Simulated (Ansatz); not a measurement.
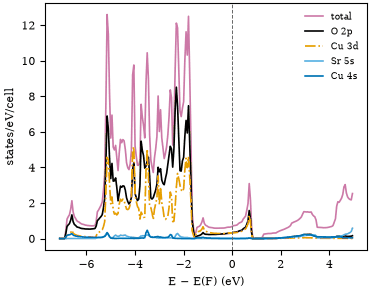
Figure. Total and projected density of states of Sr2CuO3 in space group Immm (No. 71; Sr on 4j, Cu on 2d, O on 2a, O on 4j), DFT-r²SCAN in the program Ansatz with PAW potentials

Q: Which orbitals carry the states next to the Fermi level?

A: Within 0.5 eV of the Fermi level: O 2p 48 %, Cu 3d 46 %. Projections are on Löwdin-orthogonalised atomic valence shells; empty p or d shells of many metals are not among them.

Q: Where is the tallest occupied peak in this window, and what makes it?

A: Near -5.1 eV, about 13 states/eV per cell; the largest projected share is O 2p.

The workflow started from a Materials Project entry (that database holds measured and hypothetical structures alike); the Crystallography Open Database files this formula in space group No. 71, but the cells were not matched. Whether it is the stable phase at ambient conditions was not checked. Symmetry was held in the r²SCAN relaxation; its stability against distortions is not shown here. The run is not spin-polarised. No Hubbard U is applied. Without spin polarisation and U, an open-shell compound can come out a false metal. Spin–orbit coupling is left out wherever it is not named.

Potentials: the later of the program's two PAW sets.
